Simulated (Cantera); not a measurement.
Charge: 1 mol NF₃, 0.17 mol SO₂, 3.3 mol O₂, equilibrated at 13.3 mbar.

Equilibrium computed with Cantera from the NASA thermochemical tables; the gas is ideal and each condensed phase is pure. Candidate condensed phases: S; 35 gas species. Kinetics and transport are ignored.

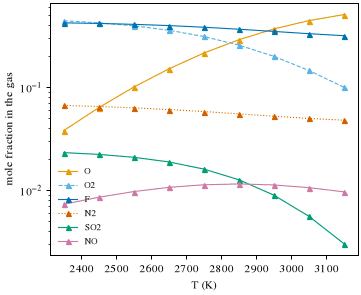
Fig. 1. Equilibrium gas composition (values under 1e-9 drawn at 1e-9)

From 2350 K to 3150 K nothing is condensed.
